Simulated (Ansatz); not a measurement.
# Geometry relaxation of C₂H₈BGa (part 2 of 2)

C₂H₈BGa, SMILES C[BH][GaH][CH3]; RKS PBE-D4/def2-SVP (Ansatz 0.2.0). The geometry: force-field start.

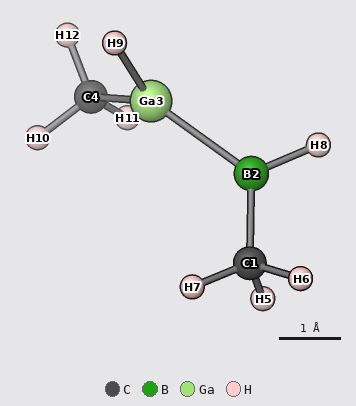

**Figure 1.** The geometry at step 18 of the log (ball-and-stick view, seen at a tilt; atoms are numbered from 1 in the order of the input).

**Trajectory as extended XYZ, continued**
```
12
Properties=species:S:1:pos:R:3:forces:R:3 step=10 energy=-55236.71808
C    -1.4944    1.6535   -0.1972   -0.0991  -0.1145   0.0736
B    -1.0463    0.4451    0.7081   -0.1780   0.0489  -0.2006
Ga    0.8622   -0.3745    0.8007    0.0399  -0.0684  -0.0125
C     1.5865   -1.6549   -0.5578    0.0620   0.0857  -0.0126
H    -1.8939    1.1149   -1.1031    0.0352   0.0652   0.1345
H    -2.3590    2.2425    0.1914    0.1494  -0.1067  -0.0612
H    -0.7054    2.3349   -0.5727   -0.0156   0.0010   0.0316
H    -1.9409   -0.1482    1.3134    0.0768   0.0936  -0.0203
H     1.8661   -0.0249    1.9911    0.0291   0.0139   0.0030
H     1.9502   -1.0544   -1.4254   -0.0340  -0.0722   0.0818
H     0.8081   -2.3441   -0.9420    0.0012   0.0068  -0.0052
H     2.4438   -2.2449   -0.1725   -0.0669   0.0467  -0.0121
12
Properties=species:S:1:pos:R:3:forces:R:3 step=11 energy=-55236.72190
C    -1.5088    1.6669   -0.1891   -0.0496  -0.1368   0.0141
B    -1.0525    0.4248    0.6578   -0.1219   0.1631   0.1046
Ga    0.8631   -0.3724    0.7675    0.0209  -0.0793  -0.0273
C     1.6033   -1.6764   -0.5523    0.0368   0.0526   0.0087
H    -1.9390    1.1662   -1.0993    0.0095   0.0563   0.0436
H    -2.3543    2.2458    0.2453    0.0758  -0.0633  -0.0308
H    -0.7235    2.3560   -0.5568   -0.0048  -0.0093   0.0069
H    -1.9332   -0.1544    1.2973    0.0683   0.0330  -0.1040
H     1.8586    0.0122    1.9586   -0.0091   0.0142  -0.0224
H     1.9998   -1.0942   -1.4154   -0.0086  -0.0448   0.0333
H     0.8243   -2.3587   -0.9474    0.0106   0.0013  -0.0059
H     2.4391   -2.2709   -0.1321   -0.0279   0.0131  -0.0208
12
Properties=species:S:1:pos:R:3:forces:R:3 step=12 energy=-55236.72463
C    -1.5101    1.6636   -0.1874    0.0070  -0.0724   0.0027
B    -1.0561    0.4281    0.6656   -0.0689   0.0492   0.0309
Ga    0.8584   -0.3787    0.7692    0.0344   0.0131  -0.0397
C     1.6053   -1.6760   -0.5519   -0.0048  -0.0020   0.0033
H    -1.9483    1.1674   -1.0945    0.0054   0.0298   0.0319
H    -2.3485    2.2459    0.2514    0.0252  -0.0243  -0.0111
H    -0.7232    2.3493   -0.5576   -0.0048  -0.0008   0.0009
H    -1.9406   -0.1541    1.2898    0.0212   0.0135  -0.0332
H     1.8657    0.0283    1.9425   -0.0077  -0.0036  -0.0038
H     2.0220   -1.0979   -1.4073   -0.0041  -0.0110   0.0345
H     0.8253   -2.3480   -0.9625    0.0144  -0.0031  -0.0039
H     2.4271   -2.2832   -0.1231   -0.0173   0.0116  -0.0125
12
Properties=species:S:1:pos:R:3:forces:R:3 step=13 energy=-55236.72414 accepted=F
C    -1.5068    1.6666   -0.1702    0.0069  -0.0797  -0.0110
B    -1.0735    0.4084    0.6596   -0.0360   0.0572   0.0005
Ga    0.8575   -0.3681    0.7570    0.0055  -0.0212  -0.0292
C     1.6024   -1.6905   -0.5410   -0.0137   0.0510  -0.0128
H    -1.9419    1.1983   -1.0922    0.0022   0.0129   0.0013
H    -2.3471    2.2426    0.2717    0.0148  -0.0047   0.0112
H    -0.7112    2.3549   -0.5137    0.0029   0.0228  -0.0037
H    -1.9777   -0.1886    1.2364    0.0365  -0.0085   0.0105
H     1.8983    0.0955    1.8775   -0.0149   0.0019   0.0175
H     2.0343   -1.1174   -1.3919    0.0063  -0.0159   0.0142
H     0.8251   -2.3597   -0.9588   -0.0022  -0.0177  -0.0053
H     2.4176   -2.2971   -0.1003   -0.0084   0.0017   0.0069
12
Properties=species:S:1:pos:R:3:forces:R:3 step=14 energy=-55236.72122 accepted=F
C    -1.5088    1.6575   -0.1877   -0.0827   0.1064   0.0079
B    -1.0622    0.4280    0.6647    0.1644  -0.1099  -0.0859
Ga    0.8632   -0.3603    0.7450   -0.1115  -0.0632   0.1233
C     1.5954   -1.6892   -0.5438    0.0495   0.0088  -0.0242
H    -1.9672    1.1920   -1.0983   -0.0021  -0.0132   0.0242
H    -2.3351    2.2309    0.2813   -0.0332   0.0573  -0.0360
H    -0.7248    2.3514   -0.5491    0.0031  -0.0173   0.0043
H    -1.9396   -0.1709    1.2733   -0.0486  -0.0004   0.0358
H     1.8742    0.0622    1.9077    0.0393   0.0167  -0.0174
H     2.0485   -1.0997   -1.3700    0.0383  -0.0222  -0.0681
H     0.8319   -2.3550   -0.9931   -0.0192   0.0430   0.0255
H     2.4015   -2.3022   -0.0960    0.0028  -0.0060   0.0106
12
Properties=species:S:1:pos:R:3:forces:R:3 step=15 energy=-55236.72566
C    -1.5107    1.6614   -0.1852    0.0003  -0.0138  -0.0030
B    -1.0592    0.4254    0.6645   -0.0183   0.0126   0.0053
Ga    0.8593   -0.3735    0.7617    0.0090   0.0011  -0.0083
C     1.6053   -1.6790   -0.5499   -0.0020  -0.0006  -0.0009
H    -1.9624    1.1760   -1.0899   -0.0011   0.0062   0.0110
H    -2.3412    2.2464    0.2638    0.0053  -0.0055  -0.0025
H    -0.7240    2.3456   -0.5581    0.0012   0.0003   0.0011
H    -1.9446   -0.1606    1.2805    0.0035   0.0010  -0.0057
H     1.8705    0.0437    1.9275    0.0006   0.0006  -0.0032
H     2.0429   -1.1032   -1.3953    0.0042  -0.0031   0.0117
H     0.8264   -2.3426   -0.9751    0.0044  -0.0020  -0.0026
H     2.4146   -2.2947   -0.1103   -0.0071   0.0032  -0.0028
12
Properties=species:S:1:pos:R:3:forces:R:3 step=16 energy=-55236.72630
C    -1.5146    1.6610   -0.1810   -0.0158   0.0291  -0.0183
B    -1.0647    0.4204    0.6595    0.0270  -0.0225   0.0040
Ga    0.8587   -0.3696    0.7503   -0.0040   0.0077   0.0055
C     1.6077   -1.6861   -0.5467    0.0051  -0.0087  -0.0255
H    -1.9858    1.1899   -1.0825   -0.0010  -0.0038   0.0032
H    -2.3334    2.2490    0.2849   -0.0027   0.0044   0.0003
H    -0.7277    2.3430   -0.5576    0.0024  -0.0010   0.0005
H    -1.9496   -0.1702    1.2693   -0.0116  -0.0063   0.0117
H     1.8799    0.0727    1.8985   -0.0005  -0.0025  -0.0016
H     2.0847   -1.1135   -1.3736   -0.0005  -0.0136   0.0188
H     0.8296   -2.3323   -1.0003    0.0151   0.0101   0.0073
H     2.3920   -2.3195   -0.0867   -0.0136   0.0071  -0.0059
12
Properties=species:S:1:pos:R:3:forces:R:3 step=17 energy=-55236.72684
C    -1.5238    1.6609   -0.1790   -0.0258   0.0579  -0.0295
B    -1.0669    0.4204    0.6565    0.0487  -0.0452  -0.0106
Ga    0.8603   -0.3631    0.7355   -0.0080   0.0020   0.0283
C     1.6136   -1.6917   -0.5459    0.0308  -0.0150  -0.0694
H    -2.0233    1.1972   -1.0688    0.0038  -0.0060   0.0075
H    -2.3258    2.2558    0.3076   -0.0005   0.0043  -0.0025
H    -0.7397    2.3370   -0.5720   -0.0030  -0.0025   0.0023
H    -1.9476   -0.1727    1.2687   -0.0146  -0.0092   0.0245
H     1.8884    0.0912    1.8740   -0.0034  -0.0001  -0.0061
H     2.1510   -1.1268   -1.3428   -0.0272  -0.0434   0.0556
H     0.8350   -2.3065   -1.0422    0.0413   0.0256   0.0231
H     2.3556   -2.3568   -0.0575   -0.0420   0.0316  -0.0232
12
Properties=species:S:1:pos:R:3:forces:R:3 step=18 energy=-55236.72743
C    -1.5296    1.6600   -0.1791   -0.0266   0.0462  -0.0263
B    -1.0666    0.4201    0.6547    0.0482  -0.0370   0.0036
Ga    0.8619   -0.3609    0.7295   -0.0123   0.0059   0.0156
C     1.6159   -1.6941   -0.5469    0.0357  -0.0128  -0.0692
H    -2.0443    1.1974   -1.0604    0.0034  -0.0048   0.0048
H    -2.3223    2.2587    0.3184    0.0014   0.0034  -0.0032
H    -0.7483    2.3326   -0.5834   -0.0025  -0.0019   0.0023
H    -1.9429   -0.1714    1.2753   -0.0142  -0.0074   0.0173
H     1.8939    0.1027    1.8608   -0.0041  -0.0041  -0.0066
H     2.1940   -1.1339   -1.3186   -0.0339  -0.0477   0.0590
H     0.8391   -2.2850   -1.0742    0.0472   0.0291   0.0320
H     2.3264   -2.3815   -0.0419   -0.0425   0.0310  -0.0292
12
Properties=species:S:1:pos:R:3:forces:R:3 step=19 energy=-55236.72818
C    -1.5392    1.6597   -0.1805   -0.0068   0.0012  -0.0052
B    -1.0630    0.4248    0.6572    0.0029  -0.0011  -0.0024
Ga    0.8653   -0.3557    0.7217   -0.0027  -0.0114   0.0086
C     1.6206   -1.6936   -0.5505    0.0439  -0.0124  -0.0637
H    -2.0677    1.1878   -1.0490    0.0057   0.0022   0.0059
H    -2.3241    2.2635    0.3237    0.0062  -0.0032  -0.0036
H    -0.7635    2.3276   -0.6029   -0.0071  -0.0024   0.0034
H    -1.9332   -0.1631    1.2926    0.0095   0.0037   0.0003
H     1.9003    0.1013    1.8526   -0.0029   0.0036  -0.0045
H     2.2511   -1.1445   -1.2890   -0.0519  -0.0564   0.0691
H     0.8446   -2.2502   -1.1153    0.0572   0.0287   0.0333
H     2.2859   -2.4127   -0.0265   -0.0539   0.0476  -0.0411
12
Properties=species:S:1:pos:R:3:forces:R:3 step=20 energy=-55236.72847
C    -1.5423    1.6561   -0.1816    0.0019  -0.0072  -0.0002
B    -1.0598    0.4268    0.6616   -0.0155  -0.0093   0.0127
Ga    0.8654   -0.3593    0.7251    0.0109   0.0390  -0.0409
C     1.6193   -1.6918   -0.5536    0.0477  -0.0325  -0.0455
H    -2.0726    1.1773   -1.0452    0.0069   0.0018   0.0056
H    -2.3267    2.2608    0.3218    0.0051  -0.0036  -0.0008
H    -0.7701    2.3237   -0.6109   -0.0033  -0.0044   0.0006
H    -1.9254   -0.1562    1.3076   -0.0024   0.0056  -0.0021
H     1.9057    0.1133    1.8444    0.0000  -0.0151   0.0050
H     2.2841   -1.1485   -1.2657   -0.0567  -0.0472   0.0737
H     0.8469   -2.2228   -1.1468    0.0510   0.0282   0.0377
H     2.2526   -2.4346   -0.0226   -0.0456   0.0446  -0.0458
12
Properties=species:S:1:pos:R:3:forces:R:3 step=21 energy=-55236.72894
C    -1.5479    1.6522   -0.1828   -0.0063  -0.0061   0.0059
B    -1.0569    0.4300    0.6657   -0.0041   0.0225   0.0037
Ga    0.8715   -0.3476    0.7161   -0.0077  -0.0170  -0.0007
C     1.6195   -1.6890   -0.5563    0.0693  -0.0349  -0.0756
H    -2.0802    1.1655   -1.0407    0.0051   0.0026   0.0037
H    -2.3318    2.2574    0.3205    0.0007  -0.0006  -0.0030
H    -0.7804    2.3198   -0.6204   -0.0018  -0.0065  -0.0010
H    -1.9156   -0.1476    1.3256    0.0036  -0.0040  -0.0072
H     1.9113    0.1115    1.8413    0.0055   0.0009  -0.0060
H     2.3230   -1.1583   -1.2412   -0.0722  -0.0667   0.0795
H     0.8501   -2.1918   -1.1783    0.0616   0.0405   0.0507
H     2.2144   -2.4573   -0.0154   -0.0537   0.0691  -0.0500
12
Properties=species:S:1:pos:R:3:forces:R:3 step=22 energy=-55236.72930
C    -1.5502    1.6520   -0.1820    0.0043   0.0068   0.0091
B    -1.0549    0.4351    0.6709   -0.0118  -0.0223  -0.0345
Ga    0.8725   -0.3461    0.7156    0.0059   0.0053   0.0094
C     1.6197   -1.6879   -0.5563    0.0419  -0.0302  -0.0718
H    -2.0818    1.1600   -1.0372    0.0034  -0.0019   0.0066
H    -2.3351    2.2577    0.3191   -0.0006   0.0004  -0.0031
H    -0.7847    2.3190   -0.6238   -0.0027  -0.0006   0.0028
H    -1.9133   -0.1499    1.3245    0.0036   0.0091   0.0109
H     1.9178    0.1128    1.8356    0.0052  -0.0001  -0.0002
H     2.3366   -1.1638   -1.2307   -0.0575  -0.0467   0.0645
H     0.8512   -2.1785   -1.1881    0.0495   0.0268   0.0386
H     2.1992   -2.4656   -0.0136   -0.0411   0.0535  -0.0322
12
Properties=species:S:1:pos:R:3:forces:R:3 step=23 energy=-55236.72985
C    -1.5537    1.6517   -0.1811    0.0058   0.0027  -0.0035
B    -1.0545    0.4344    0.6682   -0.0014  -0.0083   0.0056
Ga    0.8745   -0.3438    0.7134    0.0074   0.0131  -0.0042
C     1.6202   -1.6875   -0.5567    0.0122  -0.0156  -0.0409
H    -2.0862    1.1583   -1.0349   -0.0011  -0.0012  -0.0010
H    -2.3387    2.2560    0.3213    0.0013  -0.0024   0.0002
H    -0.7904    2.3195   -0.6254   -0.0014   0.0009   0.0028
H    -1.9093   -0.1492    1.3276   -0.0011   0.0018   0.0030
H     1.9264    0.1167    1.8271   -0.0054   0.0008   0.0014
H     2.3552   -1.1729   -1.2154   -0.0216  -0.0161   0.0299
H     0.8553   -2.1635   -1.2015    0.0205   0.0074   0.0165
H     2.1781   -2.4749   -0.0085   -0.0151   0.0169  -0.0099
12
Properties=species:S:1:pos:R:3:forces:R:3 step=24 energy=-55236.73020
C    -1.5573    1.6501   -0.1801   -0.0011   0.0028  -0.0045
B    -1.0520    0.4360    0.6697    0.0026  -0.0041   0.0111
Ga    0.8786   -0.3379    0.7079   -0.0028   0.0055  -0.0023
C     1.6197   -1.6869   -0.5593    0.0143  -0.0054  -0.0151
H    -2.0884    1.1523   -1.0323    0.0001   0.0002  -0.0021
H    -2.3447    2.2515    0.3219    0.0004  -0.0003   0.0008
H    -0.7977    2.3206   -0.6266   -0.0001   0.0001   0.0009
H    -1.9023   -0.1474    1.3352   -0.0007  -0.0001   0.0001
H     1.9327    0.1241    1.8189   -0.0027   0.0004  -0.0020
H     2.3820   -1.1855   -1.1954   -0.0086  -0.0098   0.0129
H     0.8599   -2.1428   -1.2233    0.0075   0.0031   0.0080
H     2.1467   -2.4892   -0.0023   -0.0087   0.0075  -0.0078
12
Properties=species:S:1:pos:R:3:forces:R:3 step=25 energy=-55236.73024
C    -1.5661    1.6476   -0.1775   -0.0088   0.0041  -0.0037
B    -1.0481    0.4401    0.6738    0.0029  -0.0044   0.0106
Ga    0.8855   -0.3267    0.6964   -0.0036  -0.0016  -0.0003
C     1.6207   -1.6860   -0.5637    0.0765  -0.0316  -0.0296
H    -2.0932    1.1407   -1.0271    0.0033   0.0028  -0.0003
H    -2.3588    2.2433    0.3231    0.0025   0.0000   0.0000
H    -0.8137    2.3235   -0.6280   -0.0006  -0.0026  -0.0006
H    -1.8894   -0.1441    1.3502    0.0021   0.0007  -0.0026
H     1.9475    0.1397    1.7977   -0.0014   0.0026  -0.0010
H     2.4404   -1.2137   -1.1534   -0.0799  -0.0548   0.0509
H     0.8706   -2.0990   -1.2679    0.0505   0.0176   0.0351
H     2.0816   -2.5207    0.0105   -0.0435   0.0672  -0.0584
12
Properties=species:S:1:pos:R:3:forces:R:3 step=26 energy=-55236.73061
C    -1.5647    1.6478   -0.1777   -0.0068   0.0020  -0.0016
B    -1.0488    0.4391    0.6732    0.0018  -0.0017   0.0046
Ga    0.8847   -0.3277    0.6971   -0.0068  -0.0085   0.0031
C     1.6212   -1.6866   -0.5630    0.0179   0.0049  -0.0037
H    -2.0935    1.1430   -1.0274    0.0017   0.0016  -0.0008
H    -2.3555    2.2450    0.3240    0.0003   0.0012   0.0001
H    -0.8110    2.3223   -0.6281    0.0009  -0.0005  -0.0008
H    -1.8919   -0.1448    1.3476    0.0035   0.0000  -0.0011
H     1.9437    0.1392    1.8011    0.0013   0.0024  -0.0026
H     2.4309   -1.2116   -1.1588   -0.0100  -0.0110   0.0065
H     0.8712   -2.1054   -1.2611    0.0059   0.0011   0.0043
H     2.0906   -2.5156    0.0070   -0.0097   0.0085  -0.0079
```

This output came from the following input.

**The input**
```yaml
crystal:
  periodic: [false, false, false]
  atoms:
    - {symbol: C, position_ang: [-1.112400, 1.269900, -0.278100]}
    - {symbol: B, position_ang: [-0.874300, 0.548900, 1.067700]}
    - {symbol: Ga, position_ang: [0.687700, -0.568800, 0.979000]}
    - {symbol: C, position_ang: [1.390800, -1.270200, -0.500000]}
    - {symbol: H, position_ang: [-1.306800, 0.569400, -1.122500]}
    - {symbol: H, position_ang: [-2.075500, 1.949000, -0.181300]}
    - {symbol: H, position_ang: [-0.272400, 1.970800, -0.532600]}
    - {symbol: H, position_ang: [-1.626700, -0.189200, 1.496800]}
    - {symbol: H, position_ang: [1.181100, -0.045700, 1.536000]}
    - {symbol: H, position_ang: [1.446900, -0.479100, -1.230500]}
    - {symbol: H, position_ang: [0.407600, -1.882000, -0.721700]}
    - {symbol: H, position_ang: [2.231000, -1.928200, -0.478700]}
basis:
  gaussian: {orbitals: def2-SVP}
hamiltonian: {xc: pbe, dispersion: d4}
relax: {f_tol: 0.03, max_steps: 200}
```

Command:
```bash
ansatz run in.yaml --threads 4 --pin off --events-out ev --progress --plain --max-ram 10444MiB
```

**Summary**

```tsv
quantity	value
outcome	converged
total energy	−55236.7307 eV
mean-field energy	−55236.5300 eV
dispersion energy	−0.2007 eV
SCF solution under orbital rotations	stable
largest force (length of the vector) at the end	0.019 eV/Å
dipole moment	1.31 D
hardware	4 threads of Arm Neoverse V2, 23 GiB of memory available, shared host
wall time	26 s (CPU time 92 s)
peak memory	0.16 GiB
```
